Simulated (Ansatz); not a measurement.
**Geometry relaxation of WH₅BrCl₂O (part 1 of 2)**

WH₅BrCl₂O, computed with RKS B3LYP-D4/def2-SVP (Ansatz 0.2.0).

The input holds or restrains some coordinates. It belongs to a series of runs on one base structure; here: pulled along the bonds that form and break, towards end B. Figures and captions count atoms from 1; the log counts them from 0 in places.

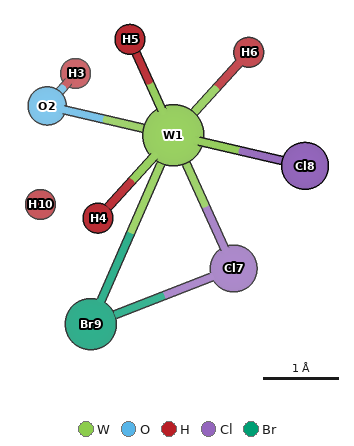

The structure as given in the input (ball-and-stick view, seen at a tilt; atoms are numbered from 1 in the order of the input). Sticks mark near contacts. Bond lengths as drawn: Br–Cl 2.13 Å, Br–W 2.87 Å, Cl–W 2.39 Å, H–O 1.01 Å, H–W 1.72 Å and O–W 2.29 Å.

**Results in brief**

```json
{"quantity": "outcome", "value": "converged under the restraints of the input"}
{"quantity": "total energy", "value": "−99033.3594 eV"}
{"quantity": "mean-field energy", "value": "−99032.8103 eV"}
{"quantity": "largest force (length of the vector) at the end, held atoms and coordinates included", "value": "1.045 eV/Å"}
{"quantity": "hardware", "value": "4 threads of Arm Neoverse V2, 24 GiB of memory available, shared host"}
{"quantity": "wall time", "value": "84 s (CPU time 5.3 min)"}
{"quantity": "peak memory", "value": "0.44 GiB"}
```

**Input**
```yaml
crystal:
  periodic: [false, false, false]
  atoms:
    - { symbol: W, position_ang: [0.0, 0.0, 0.0] }
    - { symbol: O, position_ang: [0.0, 0.0, 2.29] }
    - { symbol: H, position_ang: [-0.9095, -0.2814, 2.6271] }
    - { symbol: H, position_ang: [1.72, 0.0, 0.0] }
    - { symbol: H, position_ang: [0.0, 1.72, 0.0] }
    - { symbol: H, position_ang: [-1.72, 0.0, 0.0] }
    - { symbol: Cl, position_ang: [0.0, -2.39, 0.0] }
    - { symbol: Cl, position_ang: [0.0, 0.0, -2.39] }
    - { symbol: Br, position_ang: [1.8798, -1.9708, 0.905] }
    - { symbol: H, position_ang: [0.9046, -0.9484, 2.1267] }
basis:
  gaussian: { orbitals: def2-SVP }
hamiltonian:
  xc: b3lyp
  dispersion: d4
relax:
  f_tol: 0.15
  max_steps: 25
  restrain:
    - { distance: [0, 8], at: 2.57, k: 30.0 }
    - { distance: [9, 1], at: 1.01, k: 30.0 }
    - { distance: [0, 1], at: 3.14, k: 30.0 }
    - { distance: [9, 8], at: 2.75, k: 30.0 }
output:
  orbitals: {}
```

Launched with:
```bash
ansatz run input.yaml --threads 4 --pin off --max-ram 5120MiB --backend cpu --events-out ev --progress --plain --runs-dir out
```

**The program's output**
```
The last accepted step is kept in [file] (removed where the run ends without a failure and the disk answers)
Engine: ansatz 0.2.0, aarch64-unknown-linux-gnu
Functional definition: B3LYP
  parameter a0 = 0.2
  parameter ax = 0.72
  parameter ac = 0.81
  exchange = (1 - a0 - ax)*slater_x + ax*b88_x + a0*exact_x
  correlation = (1 - ac)*vwn_rpa_c + ac*lyp_c
1439 factors; integrals over basis functions are off by at most 3.7e-4 eV
mean field evaluation 1: about -99011.2011 eV, gradient 6.5e1 eV
mean field evaluation 2: about -98946.7717 eV, gradient 1.7e2 eV
mean field evaluation 4: about -99019.0350 eV, gradient 3.6e1 eV
mean field evaluation 8: about -99023.7965 eV, gradient 1.5e0 eV
mean field evaluation 16: about -99023.8610 eV, gradient 3.1e-2 eV
mean field evaluation 32: about -99023.8610 eV, gradient 3.8e-5 eV
mean field -99023.86097837 eV, -3639.0597701713 hartree, gradient 3.8e-5 eV, S^2 0.000000; 4 other end points of the search recorded, 0 dependent functions left out
the calculation of the forces begins
reference -99023.86129748 eV, -3639.0597818985 hartree; 48, 48 occupied and 91, 91 virtual orbitals, 1439 factors
relax step   1: F+E_penalty+E_count = -99024.46694172 eV  Δ(F+E_penalty+E_count) = +0.000e0 eV  max|allowed force component| = 7.946e0 eV/Å  E_restraint = 25.30868728 eV  max|allowed force component, restraints' pulls added| = 2.340e1 eV/Å  Δτ_max = 0.0000 Å  (99 SCF iters, accepted)
  distance W 0 - Br 8 = 2.8700 Å
  distance H 9 - O 1 = 1.3208 Å
  distance W 0 - O 1 = 2.2900 Å
  distance H 9 - Br 8 = 1.8679 Å
these checks for a lower state are left out or cut short: starts, cluster_reference, orbital_swaps, neighbouring_geometries, increment
1439 factors; integrals over basis functions are off by at most 5.8e-4 eV
mean field -99025.81771829 eV, -3639.1316790370 hartree, gradient 1.9e-5 eV, S^2 0.000000; 0 other end points of the search recorded, 0 dependent functions left out
[... from here on the field's lines of each further geometry are left out, up to the last ...]
relax step   2: F+E_penalty+E_count = -99026.41030036 eV  Δ(F+E_penalty+E_count) = -1.943e0 eV  max|allowed force component| = 8.098e0 eV/Å  E_restraint = 11.38882250 eV  max|allowed force component, restraints' pulls added| = 1.566e1 eV/Å  Δτ_max = 0.1949 Å  (64 SCF iters, accepted)
relax step   3: F+E_penalty+E_count = -99028.57333067 eV  Δ(F+E_penalty+E_count) = -2.163e0 eV  max|allowed force component| = 6.735e0 eV/Å  E_restraint = 3.33949971 eV  max|allowed force component, restraints' pulls added| = 8.423e0 eV/Å  Δτ_max = 0.1944 Å  (54 SCF iters, accepted)
relax step   4: F+E_penalty+E_count = -99030.42553522 eV  Δ(F+E_penalty+E_count) = -1.852e0 eV  max|allowed force component| = 3.312e0 eV/Å  E_restraint = 0.45410251 eV  max|allowed force component, restraints' pulls added| = 3.312e0 eV/Å  Δτ_max = 0.1984 Å  (44 SCF iters, accepted)
relax step   5: F+E_penalty+E_count = -99031.82713267 eV  Δ(F+E_penalty+E_count) = -1.402e0 eV  max|allowed force component| = 1.570e0 eV/Å  E_restraint = 0.03467866 eV  max|allowed force component, restraints' pulls added| = 1.570e0 eV/Å  Δτ_max = 0.1950 Å  (41 SCF iters, accepted)
relax step   6: F+E_penalty+E_count = -99032.45071352 eV  Δ(F+E_penalty+E_count) = -6.236e-1 eV  max|allowed force component| = 3.765e0 eV/Å  E_restraint = 0.02028213 eV  max|allowed force component, restraints' pulls added| = 3.366e0 eV/Å  Δτ_max = 0.1950 Å  (40 SCF iters, accepted)
relax step   7: F+E_penalty+E_count = -99032.70645798 eV  Δ(F+E_penalty+E_count) = -2.557e-1 eV  max|allowed force component| = 1.182e0 eV/Å  E_restraint = 0.01199076 eV  max|allowed force component, restraints' pulls added| = 8.135e-1 eV/Å  Δτ_max = 0.2000 Å  (40 SCF iters, accepted)
relax step   8: F+E_penalty+E_count = -99032.72647307 eV  Δ(F+E_penalty+E_count) = -2.002e-2 eV  max|allowed force component| = 1.011e0 eV/Å  E_restraint = 0.00868317 eV  max|allowed force component, restraints' pulls added| = 6.885e-1 eV/Å  Δτ_max = 0.0882 Å  (35 SCF iters, accepted)
relax step   9: F+E_penalty+E_count = -99032.77323689 eV  Δ(F+E_penalty+E_count) = -4.676e-2 eV  max|allowed force component| = 8.150e-1 eV/Å  E_restraint = 0.01172072 eV  max|allowed force component, restraints' pulls added| = 3.412e-1 eV/Å  Δτ_max = 0.2000 Å  (35 SCF iters, accepted)
relax step  10: F+E_penalty+E_count = -99032.77317721 eV  Δ(F+E_penalty+E_count) = +5.968e-5 eV  max|allowed force component| = 1.016e0 eV/Å  E_restraint = 0.01213584 eV  max|allowed force component, restraints' pulls added| = 5.916e-1 eV/Å  Δτ_max = 0.1251 Å  (34 SCF iters, rejected (line search))
relax step  11: F+E_penalty+E_count = -99032.79088765 eV  Δ(F+E_penalty+E_count) = -1.765e-2 eV  max|allowed force component| = 7.404e-1 eV/Å  E_restraint = 0.01251735 eV  max|allowed force component, restraints' pulls added| = 2.522e-1 eV/Å  Δτ_max = 0.0623 Å  (35 SCF iters, accepted)
relax step  12: F+E_penalty+E_count = -99032.81763269 eV  Δ(F+E_penalty+E_count) = -2.675e-2 eV  max|allowed force component| = 8.268e-1 eV/Å  E_restraint = 0.01436471 eV  max|allowed force component, restraints' pulls added| = 1.582e-1 eV/Å  Δτ_max = 0.0982 Å  (35 SCF iters, accepted)
relax step  13: F+E_penalty+E_count = -99032.85633591 eV  Δ(F+E_penalty+E_count) = -3.870e-2 eV  max|allowed force component| = 9.868e-1 eV/Å  E_restraint = 0.01322201 eV  max|allowed force component, restraints' pulls added| = 3.357e-1 eV/Å  Δτ_max = 0.1463 Å  (35 SCF iters, accepted)
relax step  14: F+E_penalty+E_count = -99032.91793291 eV  Δ(F+E_penalty+E_count) = -6.160e-2 eV  max|allowed force component| = 1.105e0 eV/Å  E_restraint = 0.01071452 eV  max|allowed force component, restraints' pulls added| = 6.808e-1 eV/Å  Δτ_max = 0.1970 Å  (40 SCF iters, accepted)
relax step  15: F+E_penalty+E_count = -99033.03463559 eV  Δ(F+E_penalty+E_count) = -1.167e-1 eV  max|allowed force component| = 1.315e0 eV/Å  E_restraint = 0.00937822 eV  max|allowed force component, restraints' pulls added| = 1.120e0 eV/Å  Δτ_max = 0.1954 Å  (40 SCF iters, accepted)
relax step  16: F+E_penalty+E_count = -99033.12524284 eV  Δ(F+E_penalty+E_count) = -9.061e-2 eV  max|allowed force component| = 2.370e0 eV/Å  E_restraint = 0.00952060 eV  max|allowed force component, restraints' pulls added| = 2.516e0 eV/Å  Δτ_max = 0.1943 Å  (38 SCF iters, accepted)
relax step  17: F+E_penalty+E_count = -99033.27122764 eV  Δ(F+E_penalty+E_count) = -1.460e-1 eV  max|allowed force component| = 1.078e0 eV/Å  E_restraint = 0.01823848 eV  max|allowed force component, restraints' pulls added| = 8.701e-1 eV/Å  Δτ_max = 0.1966 Å  (38 SCF iters, accepted)
relax step  18: F+E_penalty+E_count = -99033.31935970 eV  Δ(F+E_penalty+E_count) = -4.813e-2 eV  max|allowed force component| = 1.247e0 eV/Å  E_restraint = 0.01957005 eV  max|allowed force component, restraints' pulls added| = 6.007e-1 eV/Å  Δτ_max = 0.2000 Å  (38 SCF iters, accepted)
relax step  19: F+E_penalty+E_count = -99033.29059143 eV  Δ(F+E_penalty+E_count) = +2.877e-2 eV  max|allowed force component| = 1.814e0 eV/Å  E_restraint = 0.01356779 eV  max|allowed force component, restraints' pulls added| = 1.828e0 eV/Å  Δτ_max = 0.1944 Å  (34 SCF iters, rejected (line search))
the calculation of the forces begins
reference -99032.81026689 eV, -3639.3886504583 hartree; 48, 48 occupied and 91, 91 virtual orbitals, 1439 factors
relax step  20: F+E_penalty+E_count = -99033.35906169 eV  Δ(F+E_penalty+E_count) = -3.970e-2 eV  max|allowed force component| = 7.458e-1 eV/Å  E_restraint = 0.02267291 eV  max|allowed force component, restraints' pulls added| = 1.359e-1 eV/Å  Δτ_max = 0.0971 Å  (33 SCF iters, accepted)
```

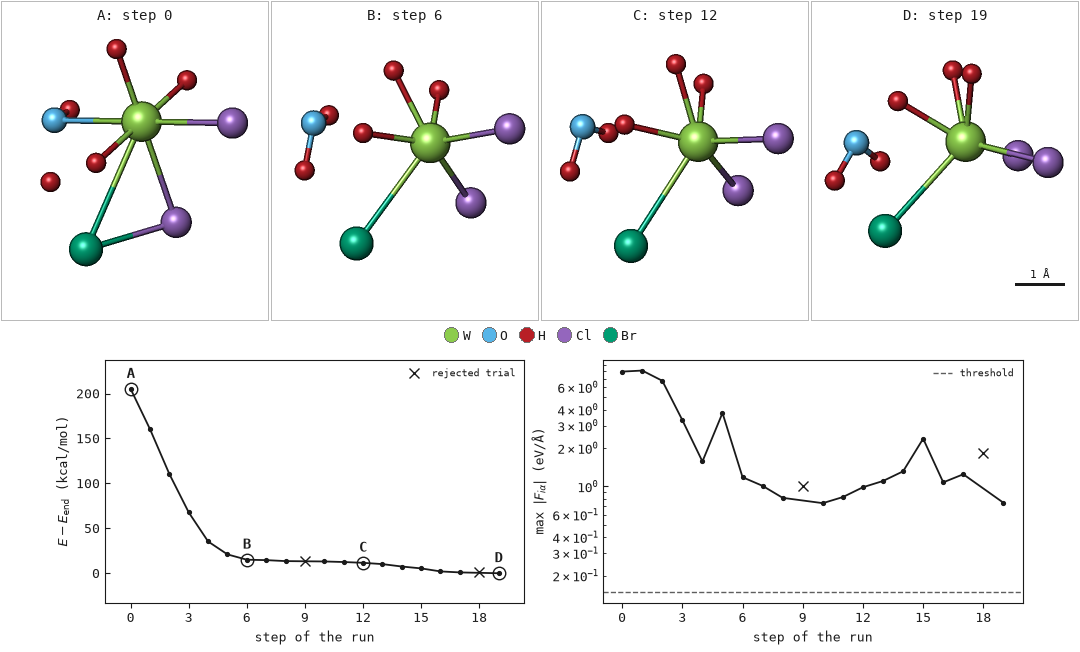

Frames of the restrained relaxation (ball-and-stick view, seen at a tilt) above the curves, on which the letters mark them (the first geometry is step 0 here and step 1 in the log).

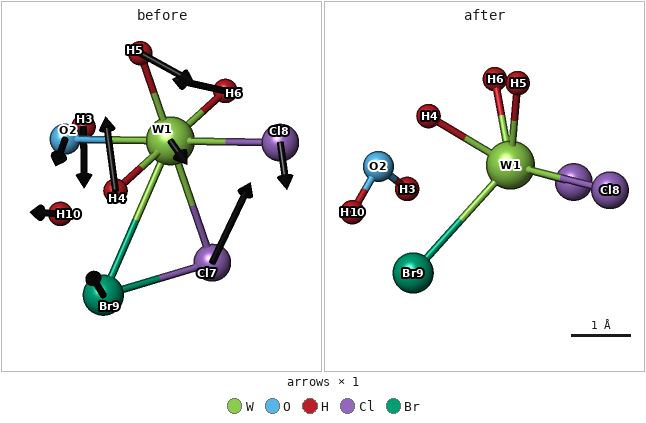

Before (left) and after (right) the restrained relaxation, at one scale (ball-and-stick view, seen at a tilt). The black arrows give the displacements, at true length. Cl7 moves most after the best rigid fit: 1.73 Å. Largest moves by element: Cl 1.73 Å, H 1.39 Å, Br 1.00 Å, O 0.69 Å, W 0.57 Å. Among the contacts that change: Cl7–Br9 2.128 → 4.076 Å, W1–O2 2.290 → 3.126 Å, O2–H10 1.321 → 0.987 Å, W1–Br9 2.870 → 2.542 Å. New bonds form: O2–H10 (1.32 → 0.99 Å). Bonds break: Cl7–Br9 (2.13 → 4.08 Å), W1–O2 (2.29 → 3.13 Å). Among the angles that change: H4–W1–H6 180.0° → 62.1°, Cl7–W1–Br9 46.6° → 114.2°, H5–W1–Cl7 180.0° → 122.6°. After 19 geometry steps the energy has fallen by 205.1 kcal/mol. Largest force component: 7.9 eV/Å at the start, 0.75 eV/Å at the end. The line search rejected the trial steps at points 9, 18 (counted from 0) and went back. (Atoms are counted from 1 in the order of the input.)

```
  distance W 0 - Br 8 = 2.5420 Å
  distance H 9 - O 1 = 0.9871 Å
  distance W 0 - O 1 = 3.1257 Å
  distance H 9 - Br 8 = 2.7506 Å
1439 factors; integrals over basis functions are off by at most 8.6e-4 eV
mean field -99032.80994552 eV, -3639.3886386485 hartree, gradient 2.7e-5 eV, S^2 0.000000; 1 other end points of the search recorded, 0 dependent functions left out
the calculation of the forces begins
reference -99032.81026689 eV, -3639.3886504583 hartree; 48, 48 occupied and 91, 91 virtual orbitals, 1439 factors
Total energy: -99033.35938306 eV, -3639.4088301054 hartree
Atom 0 at     0.216506    -0.361904    -0.394315 Å, force     0.642438    -0.351843     0.745796 eV/Å
Atom 1 at    -0.000444    -0.506972     2.720449 Å, force     0.732078    -0.373187    -0.358784 eV/Å
Atom 2 at    -0.572107    -1.285486     2.812204 Å, force    -0.000653     0.048621    -0.011669 eV/Å
Atom 3 at     0.812682     0.957164     0.443351 Å, force     0.002068     0.003233     0.000367 eV/Å
Atom 4 at     0.039636     1.151630    -1.054902 Å, force     0.000896     0.012331    -0.026337 eV/Å
Atom 5 at    -0.880825     0.696361     0.279956 Å, force    -0.006518     0.005767    -0.020444 eV/Å
Atom 6 at    -1.578609    -1.747144     0.044753 Å, force     0.049319     0.036782     0.042018 eV/Å
Atom 7 at     0.498051    -0.702142    -2.640218 Å, force     0.013217     0.028895     0.025304 eV/Å
Atom 8 at     2.429495    -1.195469     0.538321 Å, force    -0.701750     0.258629    -0.329648 eV/Å
Atom 9 at     0.910515    -0.876637     2.809200 Å, force    -0.731096     0.330772    -0.066603 eV/Å
Dipole moment:    -0.004389    -0.217394     0.279814 e Å
```

**Trajectory as extended XYZ (Å, eV, eV/Å), 20 frames, from step=1 to step=20**
```
10
Properties=species:S:1:pos:R:3:forces:R:3 step=1 energy=-99024.46694
W     0.0000    0.0000    0.0000    0.4977  -3.2314  -0.7404
O     0.0000    0.0000    2.2900    0.7358  -2.5734  -1.6648
H    -0.9095   -0.2814    2.6271    1.6396   0.2059  -0.3447
H     1.7200    0.0000    0.0000    1.5599   3.0317  -0.6142
H     0.0000    1.7200    0.0000   -0.1126  -0.0407  -0.0211
H    -1.7200    0.0000    0.0000   -1.2940   1.6502   0.3603
Cl    0.0000   -2.3900    0.0000   -7.9463  -2.5981  -3.6009
Cl    0.0000    0.0000   -2.3900    0.1359   0.1886   1.6813
Br    1.8798   -1.9708    0.9050    7.0838   1.3554   4.1818
H     0.9046   -0.9484    2.1267   -2.2995   2.0119   0.7626
10
Properties=species:S:1:pos:R:3:forces:R:3 step=2 energy=-99026.41030
W     0.0534   -0.0803   -0.1280    0.8172  -2.9332  -1.0511
O     0.0237   -0.0206    2.4303    2.0422  -2.0960  -2.2690
H    -0.9083   -0.2852    2.6307    1.1285  -0.4576  -0.0484
H     1.7393    0.0305   -0.0076    1.1997   3.0891   0.3423
H    -0.0007    1.7131   -0.0012   -0.2914  -0.8940   0.2501
H    -1.7281    0.0164    0.0028    0.2013   1.3156   0.8742
Cl   -0.0629   -2.4184   -0.0314   -8.0976  -2.7926  -2.6352
Cl    0.0017    0.0012   -2.3855    0.2357   0.2152   0.5560
Br    1.9621   -1.9897    0.8052    5.7432   2.2774   2.6591
H     0.7946   -0.8378    2.2435   -2.9788   2.2761   1.3219
10
Properties=species:S:1:pos:R:3:forces:R:3 step=3 energy=-99028.57333
W     0.1333   -0.1876   -0.2690   -0.0185  -1.3500   0.9352
O     0.0466   -0.0254    2.5465   -0.4588   0.5832  -1.2978
H    -0.8965   -0.2962    2.6323    1.0784  -0.4144  -0.0262
H     1.7555    0.0778    0.0106    0.6480   2.3812   0.6052
H    -0.0071    1.6878    0.0061    0.0031  -1.7536   0.1493
H    -1.7048    0.0315    0.0228    1.5921   0.4245   0.6669
Cl   -0.1778   -2.4616   -0.0556   -6.7348  -2.0949  -1.4797
Cl    0.0068    0.0048   -2.3968    0.1670   0.3341  -1.5348
Br    2.0398   -1.9553    0.6965    4.1982   2.3373   1.3844
H     0.6791   -0.7464    2.3654   -0.4747  -0.4474   0.5977
10
Properties=species:S:1:pos:R:3:forces:R:3 step=4 energy=-99030.42554
W     0.2013   -0.2875   -0.3452   -0.8911   0.1631   1.0309
O     0.0180    0.0098    2.6593    0.3897   0.5361  -1.0201
H    -0.8943   -0.2990    2.6378   -0.0557  -0.4750   0.0552
H     1.7670    0.1513    0.0364   -0.0492   1.7252   0.3916
H     0.0015    1.6093    0.0090    0.2658  -2.0704   0.0083
H    -1.6244    0.0287    0.0429    1.9790  -0.0350   0.3307
Cl   -0.3683   -2.5121   -0.0783   -3.3115  -0.8204  -0.3294
Cl    0.0138    0.0158   -2.4605    0.2079   0.1891  -1.2670
Br    2.1341   -1.8652    0.5879    1.6487   1.1711   0.4290
H     0.6262   -0.7215    2.4696   -0.1837  -0.3837   0.3709
```
